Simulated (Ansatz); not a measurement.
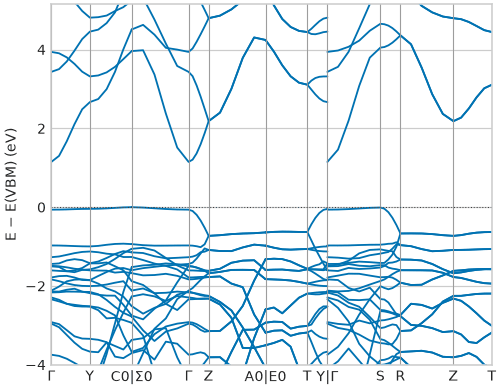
Figure: Band structure from the program Ansatz at the r²SCAN level (PAW)

**Question.** Read off the gap and where the band edges lie.

**Answer.** About 1.1 eV (1.15 eV by a search for the band edges); maximum at Σ0, minimum at Γ.

The material is Sb$_{2}$O$_{5}$ in space group Cmcm (No. 63; Sb on 8f, O on 4c, O on 8f, O on 8f).

The first step of the workflow began from a Materials Project structure, measured or hypothetical; the Crystallography Open Database copy checked does not list it. COD files the formula under space group No. 15, so this cell is another polymorph or a model. Its standing as an ambient phase is unchecked. Symmetry was held in the r²SCAN relaxation; whether a distortion lowers the energy is not shown. Scalar-relativistic: spin–orbit coupling is off unless named, which matters more the heavier the elements.

Potentials: the earlier of the program's two PAW sets.
